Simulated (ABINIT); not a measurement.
# A GW chain in ABINIT: H4C (I-43m), part 2 of 3

Wanted: ground state, empty states, screening and self-energy for H4C (I-43m).

ABINIT 10.8.3; LDA and many-body steps on it, plane waves. Known limits of the many-body steps: not at the basis limit.

So far. Step 2 (Ground state): The gap is direct, at Γ.

## (3) Bands along the symmetry lines

Level of this step: DFT, LDA, plane waves, norm-conserving pseudopotentials (ABINIT).

The cheap functional maps the bands first; the places of the edges decide which points the dearer methods must see.

Input file run.abi:

```
acell 3*1.0 Angstrom
rprim 
  -2.478924680900 2.478924680900 2.478924680900
  2.478924680900 -2.478924680900 2.478924680900
  2.478924680900 2.478924680900 -2.478924680900
ntypat 2
znucl 1 6
natom 5
typat 1 1 1 1 2
xred 
  0.000000000000 0.000000000000 0.746312870000
  0.746312870000 0.000000000000 0.000000000000
  0.000000000000 0.746312870000 0.000000000000
  0.253687130000 0.253687130000 0.253687130000
  0.000000000000 0.000000000000 0.000000000000
pp_dirpath "pseudos"
pseudos "H.upf, C.upf"
ecut 37
iscf -2
irdden 1
kptopt 0
nkpt 50
kpt 
  0.00000000 0.00000000 0.00000000
  0.06250000 -0.06250000 0.06250000
  0.12500000 -0.12500000 0.12500000
  0.18750000 -0.18750000 0.18750000
  0.25000000 -0.25000000 0.25000000
  0.31250000 -0.31250000 0.31250000
  0.37500000 -0.37500000 0.37500000
  0.43750000 -0.43750000 0.43750000
  0.50000000 -0.50000000 0.50000000
  0.43750000 -0.43750000 0.50000000
  0.37500000 -0.37500000 0.50000000
  0.31250000 -0.31250000 0.50000000
  0.25000000 -0.25000000 0.50000000
  0.18750000 -0.18750000 0.50000000
  0.12500000 -0.12500000 0.50000000
  0.06250000 -0.06250000 0.50000000
  0.00000000 0.00000000 0.50000000
  0.00000000 0.00000000 0.43750000
  0.00000000 0.00000000 0.37500000
  0.00000000 0.00000000 0.31250000
  0.00000000 0.00000000 0.25000000
  0.00000000 0.00000000 0.18750000
  0.00000000 0.00000000 0.12500000
  0.00000000 0.00000000 0.06250000
  0.00000000 0.00000000 0.00000000
  0.03125000 0.03125000 0.03125000
  0.06250000 0.06250000 0.06250000
  0.09375000 0.09375000 0.09375000
  0.12500000 0.12500000 0.12500000
  0.15625000 0.15625000 0.15625000
  0.18750000 0.18750000 0.18750000
  0.21875000 0.21875000 0.21875000
  0.25000000 0.25000000 0.25000000
  0.28125000 0.15625000 0.28125000
  0.31250000 0.06250000 0.31250000
  0.34375000 -0.03125000 0.34375000
  0.37500000 -0.12500000 0.37500000
  0.40625000 -0.21875000 0.40625000
  0.43750000 -0.31250000 0.43750000
  0.46875000 -0.40625000 0.46875000
  0.50000000 -0.50000000 0.50000000
  0.25000000 0.25000000 0.25000000
  0.21875000 0.21875000 0.28125000
  0.18750000 0.18750000 0.31250000
  0.15625000 0.15625000 0.34375000
  0.12500000 0.12500000 0.37500000
  0.09375000 0.09375000 0.40625000
  0.06250000 0.06250000 0.43750000
  0.03125000 0.03125000 0.46875000
  -0.00000000 0.00000000 0.50000000
istwfk *1
nband 11
nbdbuf 2
tolwfr 1e-08
nstep 40
prtwf 0
prtvol 0
indata_prefix "in"
outdata_prefix "out"
tmpdata_prefix "tmp"
```

Launch:

```bash
OMP_NUM_THREADS=1 mpirun -n 4 abinit run.abi > log
```

Numbers of over 12 decimals in the logs are rounded to 6 here.

What it wrote:

```text
.Version 10.8.3 of ABINIT. v10.8.2 released Aug 2026.

 Symmetries : space group I-4 3 m (#217); Bravais cI (body-center cubic)
[... echo of the input left out ...]
== DATASET  1 ==================================================================
-   mpi_nproc: 4, omp_nthreads: 1 (-1 if OMP is not activated)

--- !DatasetInfo
iteration_state: {dtset: 1, }
dimensions: {natom: 5, nkpt: 50, mband: 11, nsppol: 1, nspinor: 1, nspden: 1, mpw: 4448, }
cutoff_energies: {ecut:  37.0, pawecutdg:  -1.0, }
electrons: {nelect:   8.00000000E+00, charge:   0.00000000E+00, occopt:   1.00000000E+00, tsmear:   1.00000000E-02, }

 Real(R)+Recip(G) space primitive vectors, cartesian coordinates (Bohr,Bohr^-1):
 R(1)= -4.6844887  4.6844887  4.6844887  G(1)=  0.0000000  0.1067352  0.1067352
 R(2)=  4.6844887 -4.6844887  4.6844887  G(2)=  0.1067352  0.0000000  0.1067352
 R(3)=  4.6844887  4.6844887 -4.6844887  G(3)=  0.1067352  0.1067352  0.0000000
 Unit cell volume ucvol=  4.1119383E+02 bohr^3
 Angles (23,13,12)=  1.09471221E+02  1.09471221E+02  1.09471221E+02 degrees

 getcut: wavevector=  0.0000  0.0000  0.0000  ngfft=  48  48  48
         ecut(hartree)=     37.000   => boxcut(ratio)=   2.16049

--- Pseudopotential description ------------------------------------------------
- H Generated using ONCVPSP code by D. R. Hamann
-  1.00000   1.00000  180309                  znucl, zion, pspdat
12 -1012 1 -1 1180                            pspcod,pspxc,lmax,lloc,mmax
     nproj     2     1
  pspatm : epsatm=    0.35439867
         --- l  ekb(1:nproj) -->
             0   -1.665338   -0.519510
             1   -0.275071
 pspatm: atomic psp has been read  and splines computed

- C Generated using ONCVPSP code by D. R. Hamann
-  6.00000   4.00000  180309                  znucl, zion, pspdat
12 -1012 1 -1 1234                            pspcod,pspxc,lmax,lloc,mmax
     nproj     2     2
  pspatm : epsatm=    4.35103003
         --- l  ekb(1:nproj) -->
             0    6.431505    0.400560
             1   -4.185684   -0.892924
 pspatm: atomic psp has been read  and splines computed

--------------------------------------------------------------------------------

================================================================================
 prteigrs : about to open file out_EIG
 Non-SCF case, kpt    1 (  0.00000  0.00000  0.00000), residuals and eigenvalues=
  1.42E-09  1.94E-09  4.64E-09  7.29E-09  7.84E-09  9.37E-10  4.20E-09  6.70E-09
[...]
-5.5230E-01 -2.5523E-01 -2.5523E-01 -2.5523E-01  1.2754E-02  1.9499E-01
  1.9499E-01  1.9499E-01  3.3780E-01  3.3780E-01  3.5895E-01
 Non-SCF case, kpt    2 (  0.06250 -0.06250  0.06250), residuals and eigenvalues=
  9.32E-10  7.76E-09  2.40E-09  4.34E-09  5.51E-09  1.35E-09  4.23E-09  4.89E-09
[...]
-5.5169E-01 -2.5697E-01 -2.5602E-01 -2.5602E-01  1.7723E-02  1.9243E-01
[...]
Non-SCF case, kpt   49 (  0.03125  0.03125  0.46875), residuals and eigenvalues=
[...]
-5.4373E-01 -2.8530E-01 -2.6533E-01 -2.5609E-01  8.7720E-02  1.3774E-01
  1.4702E-01  3.0232E-01  3.0964E-01  3.2036E-01  3.4397E-01
 Non-SCF case, kpt   50 ( -0.00000  0.00000  0.50000), residuals and eigenvalues=
[...]
-5.4376E-01 -2.8558E-01 -2.6510E-01 -2.5579E-01  8.6487E-02  1.3808E-01
  1.4795E-01  3.0597E-01  3.0690E-01  3.1944E-01  3.4338E-01

--- !ResultsGS
iteration_state: {dtset: 1, }
comment   : Summary of ground state results
lattice_vectors:
- [ -4.6844887,   4.6844887,   4.6844887, ]
- [  4.6844887,  -4.6844887,   4.6844887, ]
- [  4.6844887,   4.6844887,  -4.6844887, ]
lattice_lengths: [   8.11377,    8.11377,    8.11377, ]
lattice_angles: [109.471, 109.471, 109.471, ] # degrees, (23, 13, 12)
lattice_volume:   4.1119383E+02
convergence: {deltae:  0.000E+00, res2:  0.000E+00, residm:  9.903E-09, diffor:  0.000E+00, }
etotal    :  -8.35899161E+00
entropy   :   0.00000000E+00
fermie    :  -2.55225365E-01
cartesian_stress_tensor: null
pressure_GPa: null
xred      :
- [  9.1638E-20,   9.1638E-20,   7.4631E-01,  H]
- [  7.4631E-01,  -9.1638E-20,   1.2012E-17,  H]
- [ -9.1638E-20,   7.4631E-01,   1.1829E-17,  H]
- [  2.5369E-01,   2.5369E-01,   2.5369E-01,  H]
- [  0.0000E+00,   0.0000E+00,   0.0000E+00,  C]
cartesian_forces: null
force_length_stats: {min: null, max: null, mean: null, }

 Integrated electronic density in atomic spheres:
 ------------------------------------------------
 Atom  Sphere_radius  Integrated_density
[...]
================================================================================

 ----iterations are completed or convergence reached----

 Mean square residual over all n,k,spin=   44.292E-10; max=  99.033E-10
 reduced coordinates (array xred) for    5 atoms
[...]
cartesian coordinates (angstrom) at end:
    1      1.850053     1.850053    -1.850053
    2     -1.850053     1.850053     1.850053
    3      1.850053    -1.850053     1.850053
    4      0.628871     0.628871     0.628871
    5      0.000000     0.000000     0.000000
 length scales=  1.889726125908  1.889726125908  1.889726125908 bohr
              =  1.000000000000  1.000000000000  1.000000000000 angstroms
 prteigrs : about to open file out_EIG
 Eigenvalues (hartree) for nkpt=  50  k points:
 kpt#   1, nband= 11, wtk=  1.00000, kpt=  0.0000  0.0000  0.0000 (reduced coord)
[...]
kpt#   2, nband= 11, wtk=  1.00000, kpt=  0.0625 -0.0625  0.0625 (reduced coord)
[...]
kpt#   3, nband= 11, wtk=  1.00000, kpt=  0.1250 -0.1250  0.1250 (reduced coord)
[...]
kpt#  49, nband= 11, wtk=  1.00000, kpt=  0.0313  0.0313  0.4688 (reduced coord)
  -0.54373   -0.28530   -0.26533   -0.25609    0.08772    0.13774    0.14702    0.30232
   0.30964    0.32036    0.34397
 kpt#  50, nband= 11, wtk=  1.00000, kpt=  0.0000  0.0000  0.5000 (reduced coord)
  -0.54376   -0.28558   -0.26510   -0.25579    0.08649    0.13808    0.14795    0.30597
   0.30690    0.31944    0.34338

== END DATASET(S) ==============================================================
================================================================================

 -outvars: echo values of variables after computation  --------
            nband          11
             nkpt          50
          spgroup         217
 [... the other variables as echoed above ...]

 Calculation completed.
```

Elapsed: 8.2 s, on 4 MPI ranks of Arm Neoverse V1, shared host; peak memory 0.34 GiB; 32 s of CPU time.

Numbers from this step:

```
gap                        : 7.292 eV
k of the valence top       : 0, 0, 0
k of the conduction bottom : 0, 0, 0
least direct gap           : 7.292 eV
```

The gap is 7.292 eV, as in the run before at this level.

The electronic bands at the labelled points (eV, zero at the top of the highest filled band; v1 is the highest filled band, c1 the lowest empty one):

```csv
point,v4,v3,v2,v1,c1,c2,c3,c4
Γ,-8.08,0.00,0.00,0.00,7.29,12.25,12.25,12.25
H,-7.69,-0.58,-0.58,-0.58,10.41,10.41,13.38,13.38
N,-7.85,-0.83,-0.27,-0.02,9.30,10.70,10.97,15.27
Γ,-8.08,0.00,0.00,0.00,7.29,12.25,12.25,12.25
P,-7.83,-0.43,-0.43,-0.43,10.46,10.46,10.46,13.10
H,-7.69,-0.58,-0.58,-0.58,10.41,10.41,13.38,13.38
jump to P,-7.83,-0.43,-0.43,-0.43,10.46,10.46,10.46,13.10
N,-7.85,-0.83,-0.27,-0.02,9.30,10.70,10.97,15.27
```

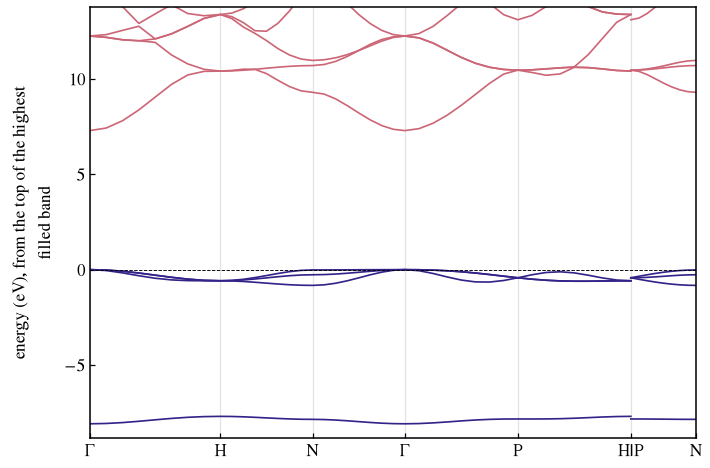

Electronic bands along the path; lines of filled and empty bands in two colours.

## (4) Empty states on the mesh, 4×4×4 mesh, 33 bands

The sums over transitions need many empty states on a uniform mesh; this step solves for them.

Input file run.abi:

```
acell 3*1.0 Angstrom
rprim 
  -2.478924680900 2.478924680900 2.478924680900
  2.478924680900 -2.478924680900 2.478924680900
  2.478924680900 2.478924680900 -2.478924680900
ntypat 2
znucl 1 6
natom 5
typat 1 1 1 1 2
xred 
  0.000000000000 0.000000000000 0.746312870000
  0.746312870000 0.000000000000 0.000000000000
  0.000000000000 0.746312870000 0.000000000000
  0.253687130000 0.253687130000 0.253687130000
  0.000000000000 0.000000000000 0.000000000000
pp_dirpath "pseudos"
pseudos "H.upf, C.upf"
ecut 37
ngkpt 4 4 4
nshiftk 1
shiftk 0 0 0
kptopt 1
chksymbreak 0
iscf -2
irdden 1
istwfk *1
nband 33
nbdbuf 4
tolwfr 1e-09
nstep 60
prtvol 0
indata_prefix "in"
outdata_prefix "out"
tmpdata_prefix "tmp"
```

What it wrote:

```text
.Version 10.8.3 of ABINIT. v10.8.2 released Aug 2026.

 Symmetries : space group I-4 3 m (#217); Bravais cI (body-center cubic)
[... echo of the input left out ...]
== DATASET  1 ==================================================================
-   mpi_nproc: 4, omp_nthreads: 1 (-1 if OMP is not activated)

--- !DatasetInfo
iteration_state: {dtset: 1, }
dimensions: {natom: 5, nkpt: 8, mband: 33, nsppol: 1, nspinor: 1, nspden: 1, mpw: 4434, }
cutoff_energies: {ecut:  37.0, pawecutdg:  -1.0, }
electrons: {nelect:   8.00000000E+00, charge:   0.00000000E+00, occopt:   1.00000000E+00, tsmear:   1.00000000E-02, }

 Real(R)+Recip(G) space primitive vectors, cartesian coordinates (Bohr,Bohr^-1):
 R(1)= -4.6844887  4.6844887  4.6844887  G(1)=  0.0000000  0.1067352  0.1067352
 R(2)=  4.6844887 -4.6844887  4.6844887  G(2)=  0.1067352  0.0000000  0.1067352
 R(3)=  4.6844887  4.6844887 -4.6844887  G(3)=  0.1067352  0.1067352  0.0000000
 Unit cell volume ucvol=  4.1119383E+02 bohr^3
 Angles (23,13,12)=  1.09471221E+02  1.09471221E+02  1.09471221E+02 degrees

 getcut: wavevector=  0.0000  0.0000  0.0000  ngfft=  48  48  48
         ecut(hartree)=     37.000   => boxcut(ratio)=   2.16049

--- Pseudopotential description ------------------------------------------------
- H Generated using ONCVPSP code by D. R. Hamann
-  1.00000   1.00000  180309                  znucl, zion, pspdat
12 -1012 1 -1 1180                            pspcod,pspxc,lmax,lloc,mmax
     nproj     2     1
  pspatm : epsatm=    0.35439867
         --- l  ekb(1:nproj) -->
             0   -1.665338   -0.519510
             1   -0.275071
 pspatm: atomic psp has been read  and splines computed

- C Generated using ONCVPSP code by D. R. Hamann
-  6.00000   4.00000  180309                  znucl, zion, pspdat
12 -1012 1 -1 1234                            pspcod,pspxc,lmax,lloc,mmax
     nproj     2     2
  pspatm : epsatm=    4.35103003
         --- l  ekb(1:nproj) -->
             0    6.431505    0.400560
             1   -4.185684   -0.892924
 pspatm: atomic psp has been read  and splines computed

--------------------------------------------------------------------------------

================================================================================
 prteigrs : about to open file out_EIG
 Non-SCF case, kpt    1 (  0.00000  0.00000  0.00000), residuals and eigenvalues=
  4.51E-10  2.03E-10  2.89E-10  4.52E-10  1.17E-10  1.49E-10  2.78E-10  3.32E-10
  1.40E-10  8.16E-10  7.06E-11  1.52E-10  2.03E-10  1.17E-10  1.88E-10  4.08E-10
  8.63E-10  5.04E-10  6.15E-10  2.42E-10  9.38E-10  9.99E-10  1.17E-10  1.72E-10
[...]
4.35E-08
 -5.5230E-01 -2.5523E-01 -2.5523E-01 -2.5523E-01  1.2754E-02  1.9499E-01
  1.9499E-01  1.9499E-01  3.3780E-01  3.3780E-01  3.5895E-01  3.5895E-01
  3.5895E-01  5.1773E-01  5.1773E-01  5.1773E-01  5.9036E-01  6.7893E-01
  6.7893E-01  7.4308E-01  7.4308E-01  7.4308E-01  8.8537E-01  9.1486E-01
  9.1486E-01  9.1486E-01  1.0488E+00  1.1601E+00  1.1601E+00  1.1601E+00
[...]
prteigrs : prtvol=0 or 1, do not print more k-points.

--- !ResultsGS
iteration_state: {dtset: 1, }
comment   : Summary of ground state results
lattice_vectors:
- [ -4.6844887,   4.6844887,   4.6844887, ]
- [  4.6844887,  -4.6844887,   4.6844887, ]
- [  4.6844887,   4.6844887,  -4.6844887, ]
lattice_lengths: [   8.11377,    8.11377,    8.11377, ]
lattice_angles: [109.471, 109.471, 109.471, ] # degrees, (23, 13, 12)
lattice_volume:   4.1119383E+02
convergence: {deltae:  0.000E+00, res2:  0.000E+00, residm:  9.993E-10, diffor:  0.000E+00, }
etotal    :  -8.35899161E+00
entropy   :   0.00000000E+00
fermie    :  -2.55225365E-01
cartesian_stress_tensor: null
pressure_GPa: null
xred      :
- [  9.1638E-20,   9.1638E-20,   7.4631E-01,  H]
- [  7.4631E-01,  -9.1638E-20,   1.2012E-17,  H]
- [ -9.1638E-20,   7.4631E-01,   1.1829E-17,  H]
- [  2.5369E-01,   2.5369E-01,   2.5369E-01,  H]
- [  0.0000E+00,   0.0000E+00,   0.0000E+00,  C]
cartesian_forces: null
force_length_stats: {min: null, max: null, mean: null, }

 Integrated electronic density in atomic spheres:
 ------------------------------------------------
 Atom  Sphere_radius  Integrated_density
[...]
================================================================================

 ----iterations are completed or convergence reached----

 Mean square residual over all n,k,spin=   38.696E-11; max=  99.934E-11
 reduced coordinates (array xred) for    5 atoms
[...]
0.253687130000      0.253687130000      0.253687130000
       0.000000000000      0.000000000000      0.000000000000

 cartesian coordinates (angstrom) at end:
    1      1.850053     1.850053    -1.850053
    2     -1.850053     1.850053     1.850053
    3      1.850053    -1.850053     1.850053
    4      0.628871     0.628871     0.628871
    5      0.000000     0.000000     0.000000
 length scales=  1.889726125908  1.889726125908  1.889726125908 bohr
              =  1.000000000000  1.000000000000  1.000000000000 angstroms
 prteigrs : about to open file out_EIG
 Eigenvalues (hartree) for nkpt=   8  k points:
 kpt#   1, nband= 33, wtk=  0.01563, kpt=  0.0000  0.0000  0.0000 (reduced coord)
[...]
0.59036    0.67893    0.67893    0.74308    0.74308    0.74308    0.88537    0.91486
   0.91486    0.91486    1.04885    1.16010    1.16010    1.16010    1.16338    1.16338
   1.16338
 prteigrs : prtvol=0 or 1, do not print more k-points.

== END DATASET(S) ==============================================================
================================================================================

 -outvars: echo values of variables after computation  --------
            nband          33
             nkpt           8
          spgroup         217
 [... the other variables as echoed above ...]

 Calculation completed.
```

Wall time 8.2 s (4 MPI ranks); peak memory 0.33 GiB.

This step gave:

* gap: 7.292 eV
* k of the valence top: 0, 0, 0
* k of the conduction bottom: 0, 0, 0
* least direct gap: 7.292 eV
* k points computed: 8
* lowest point of the top converged band, above the valence top: 33.18 eV

On this mesh the gap is 7.292 eV.

## (5) Screening, 4×4×4 mesh, 29 bands, screening to 87.1 eV

The RPA dielectric matrix is built and inverted for each q.

This step: RPA screening on LDA, plane waves, norm-conserving pseudopotentials.

run.abi: that of step 4 with these lines changed.

```diff
@@ -23,10 +23,11 @@
 chksymbreak 0
-iscf -2
-irdden 1
 istwfk *1
-nband 33
-nbdbuf 4
-tolwfr 1e-09
-nstep 60
-prtvol 0
+occopt 1
+irdwfk 1
+optdriver 3
+nband 29
+ecuteps 3.2
+inclvkb 2
+awtr 1
+symchi 1
 indata_prefix "in"
```

What it wrote:

```text
.Version 10.8.3 of ABINIT. v10.8.2 released Aug 2026.

 Symmetries : space group I-4 3 m (#217); Bravais cI (body-center cubic)
[... echo of the input left out ...]
== DATASET  1 ==================================================================
-   mpi_nproc: 4, omp_nthreads: 1 (-1 if OMP is not activated)

--- !DatasetInfo
iteration_state: {dtset: 1, }
dimensions: {natom: 5, nkpt: 8, mband: 29, nsppol: 1, nspinor: 1, nspden: 1, mpw: 4434, }
cutoff_energies: {ecut:  37.0, pawecutdg:  -1.0, }
electrons: {nelect:   8.00000000E+00, charge:   0.00000000E+00, occopt:   1.00000000E+00, tsmear:   1.00000000E-02, }

 SCREENING: Calculation of the susceptibility and dielectric matrices

 Based on a program developped by R.W. Godby, V. Olevano, G. Onida, and L. Reining.
 Incorporated in ABINIT by V. Olevano, G.-M. Rignanese, and M. Torrent.
.Using double precision arithmetic ; gwpc =  8

[... cell and pseudopotentials left out ...]
--------------------------------------------------------------------------------

 ==== K-mesh for the wavefunctions ====
 Number of points in the irreducible wedge :     8
[... list of points left out ...]
 Together with 24 symmetry operations and time-reversal symmetry
 yields    64 points in the full Brillouin Zone.

 ==== Q-mesh for the screening function ====
 Number of points in the irreducible wedge :     8
[... list of points left out ...]
 Together with 24 symmetry operations and time-reversal symmetry
 yields    64 points in the full Brillouin Zone.

 setmesh: FFT mesh size selected  =    24x   24x   24
          total number of points  =        13824

 vcoul_init : cutoff-mode = AUXILIARY_FUNCTION
 q-points for optical limit:   1
     1)      0.000010    0.000020    0.000030

- screening: taking advantage of time-reversal symmetry
- Maximum band index for partially occupied states nbvw = 4
- Remaining bands to be divided among processors   nbcw = 25
- Number of bands treated by each node ~6

 Number of electrons calculated from density =    8.0000; Expected =    8.0000
 average of density, n =  0.019456
 r_s =    2.3065
 omega_plasma =   13.4548 [eV]

 calculating chi0 at frequencies [eV] :
  1    0.000000E+00    0.000000E+00
  2    0.000000E+00    1.345480E+01

--------------------------------------------------------------------------------
  q-point number  1        q = ( 0.000000, 0.000000, 0.000000) [r.l.u.]
--------------------------------------------------------------------------------
[... chi0 elements left out ...]
 For q-point:  0.000010 0.000020 0.000030
  dielectric constant =   1.6089
  dielectric constant without local fields =   1.8087

  Average fulfillment of the sum rule on Im[epsilon] for q-point    1 :     50.66  [%]
[... wings left out ...]
  q-point number  2        q = ( 0.250000, 0.000000, 0.000000) [r.l.u.]
--------------------------------------------------------------------------------
[... chi0 elements left out ...]
  Average fulfillment of the sum rule on Im[epsilon] for q-point    2 :     73.36  [%]

 [... 6 further q-points ...]
```

It took 3.7 s on 4 MPI ranks; peak memory 0.46 GiB; 15 s of CPU time.

This step gave:

- ε∞ with local fields, on this mesh, along the program's q direction: 1.609
- the same without local fields: 1.809
- plasma frequency: 13.45 eV
- plane waves in the screening matrix: 135

Local fields lower ε∞ by 11 %.

[end of part 2 of 3]

[Paths, hosts, dates, memory and timing lines, banners, echoed tables and standing remarks are left out of the program output.]

[Logs are printed without paths, hosts, clocks, repeated set-up lines and the standing remarks that a program may print on its own settings, such as how far it seeks lower states.]

[Runs of the session that timed out or met a known fault of the program may be left out.]

[Hosts, paths, dates, database ids (printed as entryN), source tags and the programs' standing remarks are cut or masked in the printed files.]

[G0W0 gaps are taken among the corrected bands and points alone; a level outside them can change the order at an edge.]

[Where Ansatz stands beside ABINIT at settings called matched, ABINIT's density can come from a denser mesh and the files from another edition; pairs whose starting gaps differed by over 0.03 eV were left out, so agreement reads better than it is.]
